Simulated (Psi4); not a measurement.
# BHCl2 (SMILES [H]B(Cl)Cl) at DLPNO-MP2/cc-pVDZ (density fitting, density fitting for correlation, pno convergence normal, sweep point 2)

What is the energy change on altering one bond length of BHCl2 at DLPNO-MP2/cc-pVDZ (density fitting, density fitting for correlation, pno convergence normal, sweep point 2)? 

Program for the calculation: Psi4 1.11.

## 1. The structure to begin with

The species is BHCl2 (4 atoms), meant as a singlet with charge 0. SMILES: `[H]B(Cl)Cl`. The coordinates come from a GFN2-xTB relaxation.

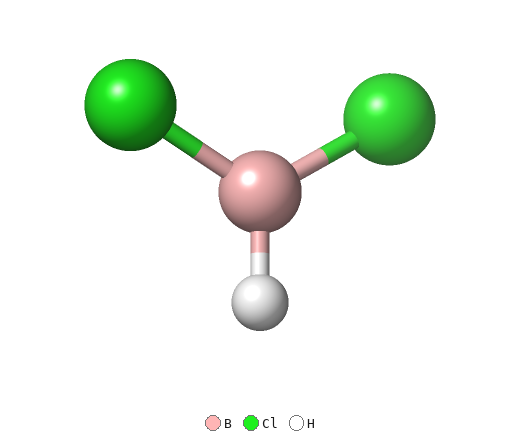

Viewed from a chosen angle; boron pink, chlorine green, hydrogen white.

## 2. A single-point energy at DLPNO-MP2/cc-pVDZ (density fitting, density fitting for correlation, pno convergence normal, sweep point 2)

calc.py

```python
import psi4

psi4.set_memory(1600000000)
psi4.set_num_threads(1)
psi4.core.set_output_file('run.log', False)

molecule = psi4.geometry("""
0 1
B     -0.067270    -0.112350     0.001160
Cl     1.633390    -0.145760     0.012580
Cl    -0.893540     1.375320    -0.017490
H     -0.672580    -1.117210     0.003750
symmetry c1
""")

psi4.set_options({
    'puream': True,
    'scf_type': 'df',
    'num_frozen_docc': 11,
    'pno_convergence': 'normal',
})

E, wfn = psi4.energy("dlpno-mp2/cc-pVDZ", return_wfn=True)
print('E =', round(E, 9))
for k, v in sorted(psi4.core.scalar_variables().items()):
    print(f'{k:45s} {v:18.10f}')
```

The run is started by

```sh
python calc.py
```

run.log:

```text
[...]
  Running in c1 symmetry.
[...]
  Nuclear repulsion =  114.167853199314848
[...]
  Multiplicity = 1
[...]
  Nalpha       = 20
  Nbeta        = 20
[...]
    Number of basis functions: 55
[...]
   @DF-RHF iter   1:  -944.33438163506980   -2.08090e-01   2.58753e-03 ADIIS/DIIS
[...]
    Orbital Energies [Eh]
    ---------------------
    Doubly Occupied:
       1A   -104.844745     2A   -104.844616     3A    -10.575009
       4A    -10.574858     5A     -8.042223     6A     -8.042070
       7A     -8.039746     8A     -8.039596     9A     -8.039159
      10A     -8.039011    11A     -7.717061    12A     -1.161990
      13A     -1.113376    14A     -0.710888    15A     -0.605566
      16A     -0.584838    17A     -0.528597    18A     -0.472784
      19A     -0.461883    20A     -0.461377
[...]
  @DF-RHF Final Energy:  -944.35019575078672
   => Energetics <=
    Nuclear Repulsion Energy =            114.1678531993148482
    One-Electron Energy =               -1531.2373092706222906
    Two-Electron Energy =                 472.7192603205207888
    Total Energy =                       -944.3501957507867246
[...]
 Multipole Moments:
 ------------------------------------------------------------------------------------
     Multipole            Electronic (a.u.)      Nuclear  (a.u.)        Total (a.u.)
 ------------------------------------------------------------------------------------
 L = 1.  Multiply by 2.5417464519 to convert [e a0] to [Debye]
 Dipole X            :          0.5538801           -0.6925400           -0.1386599
 Dipole Y            :          0.9160512           -1.1500130           -0.2339619
 Dipole Z            :         -0.0017022            0.0034074            0.0017052
 Magnitude           :                                                    0.2719699
[...]
  @LMP2 iter   4:  -0.353241868363 -4.373e-07  8.416e-07
[...]
```

On the terminal:

```text
E = -944.70343762
CURRENT CORRELATION ENERGY                         -0.3532418691
CURRENT ENERGY                                   -944.7034376198
CURRENT REFERENCE ENERGY                         -944.3501957508
CUSTOM SCS-MP2 CORRELATION ENERGY                  -0.3427065717
CUSTOM SCS-MP2 TOTAL ENERGY                      -944.6929023225
DD SOLVATION ENERGY                                 0.0000000000
HF KINETIC ENERGY                                 944.6430970008
HF POTENTIAL ENERGY                             -1888.9932927516
HF TOTAL ENERGY                                  -944.3501957508
HF VIRIAL RATIO                                     1.9996899345
MP2 CORRELATION ENERGY                             -0.3532418691
MP2 DOUBLES ENERGY                                 -0.3532418691
MP2 OPPOSITE-SPIN CORRELATION ENERGY               -0.2595684023
MP2 SAME-SPIN CORRELATION ENERGY                   -0.0936734668
MP2 SINGLES ENERGY                                  0.0000000000
MP2 TOTAL ENERGY                                 -944.7034376198
NUCLEAR REPULSION ENERGY                          114.1678531993
ONE-ELECTRON ENERGY                             -1531.2373092706
PCM POLARIZATION ENERGY                             0.0000000000
PE ENERGY                                           0.0000000000
SCF ITERATION ENERGY                             -944.3501957508
SCF ITERATIONS                                     10.0000000000
SCF TOTAL ENERGY                                 -944.3501957508
SCS-MP2 CORRELATION ENERGY                         -0.3427065717
SCS-MP2 TOTAL ENERGY                             -944.6929023225
TWO-ELECTRON ENERGY                               472.7192603205
```

Wall time 2.6 s (1 thread of Intel Xeon Platinum 8375C at 2.90GHz (Ice Lake), shared host); peak memory 0.25 GiB.

## 3. The distorted shape

bcl2h.py

```python
import psi4

psi4.set_memory(1600000000)
psi4.set_num_threads(1)
psi4.core.set_output_file('psi4.out', False)

geom = psi4.geometry("""
0 1
B      0.053785     0.088611     0.000642
Cl     1.754445     0.055201     0.012062
Cl    -0.772485     1.576281    -0.018008
H     -0.672580    -1.117210     0.003750
symmetry c1
""")

psi4.set_options({
    'basis': 'cc-pVDZ',
    'reference': 'rhf',
    'puream': True,
    'scf_type': 'df',
    'num_frozen_docc': 11,
    'pno_convergence': 'normal',
})

result = psi4.energy("dlpno-mp2", molecule=geom)
print(f'total energy {result:.8f} hartree = {result * 27.211386:.5f} eV')
```

The run is started by

```sh
python bcl2h.py
```

psi4.out:

```text
[...]
  Running in c1 symmetry.
[...]
  Nuclear repulsion =  113.276910882164159
[...]
  Multiplicity = 1
[...]
  Nalpha       = 20
  Nbeta        = 20
[...]
    Number of basis functions: 55
[...]
   @DF-RHF iter   1:  -944.31589523471371   -2.58194e-01   2.78475e-03 DIIS/ADIIS
[...]
    Orbital Energies [Eh]
    ---------------------
    Doubly Occupied:
       1A   -104.850211     2A   -104.850080     3A    -10.580318
       4A    -10.580165     5A     -8.047538     6A     -8.047383
       7A     -8.045009     8A     -8.044857     9A     -8.044435
      10A     -8.044285    11A     -7.739445    12A     -1.166488
      13A     -1.118151    14A     -0.697076    15A     -0.589703
      16A     -0.582167    17A     -0.532915    18A     -0.476846
      19A     -0.465234    20A     -0.446734
[...]
  @DF-RHF Final Energy:  -944.33314955302683
   => Energetics <=
    Nuclear Repulsion Energy =            113.2769108821641595
    One-Electron Energy =               -1529.3220414729205459
    Two-Electron Energy =                 471.7119810377295721
    Total Energy =                       -944.3331495530267148
[...]
 Multipole Moments:
 ------------------------------------------------------------------------------------
     Multipole            Electronic (a.u.)      Nuclear  (a.u.)        Total (a.u.)
 ------------------------------------------------------------------------------------
 L = 1.  Multiply by 2.5417464519 to convert [e a0] to [Debye]
 Dipole X            :          0.7461960           -0.8087750           -0.0625790
 Dipole Y            :          1.2354081           -1.3429724           -0.1075644
 Dipole Z            :         -0.0026870            0.0039048            0.0012178
 Magnitude           :                                                    0.1244496
[...]
  @LMP2 iter   4:  -0.355761062900 -4.450e-07  8.362e-07
[...]
```

On the terminal:

```text
total energy -944.68891062 hartree = -25706.29460 eV
```

It took 2.8 s on 1 thread of Intel Xeon Platinum 8375C at 2.90GHz (Ice Lake), shared host; peak memory 0.25 GiB.

## 4. Summary of results

Level: DLPNO-MP2/cc-pVDZ (density fitting, density fitting for correlation, pno convergence normal, sweep point 2), 11 core orbitals frozen.

| quantity | value |
| --- | --- |
| first shape: total energy | -944.70344 Eh |
| first shape: HOMO energy (Hartree–Fock orbitals) | -12.55 eV |
| first shape: LUMO energy (Hartree–Fock orbitals) | 2.31 eV |
| first shape: HOMO–LUMO gap (Hartree–Fock orbitals) | 14.87 eV |
| first shape: correlation energy (11 core orbitals frozen) | -353.2 mEh |
| distorted shape: total energy | -944.68891 Eh |
| distorted shape: HOMO energy (Hartree–Fock orbitals) | -12.16 eV |
| distorted shape: LUMO energy (Hartree–Fock orbitals) | 2.25 eV |
| distorted shape: HOMO–LUMO gap (Hartree–Fock orbitals) | 14.40 eV |
| distorted shape: correlation energy (11 core orbitals frozen) | -355.8 mEh |
| energy change with the B1–H4 bond stretched from 1.173 to 1.408 Å | 0.395 eV |

**Reading.** With the B1–H4 bond stretched from 1.173 to 1.408 Å the energy rises by 0.40 eV (9.1 kcal/mol). The first shape isn't relaxed at this level, so the change isn't measured from a minimum.
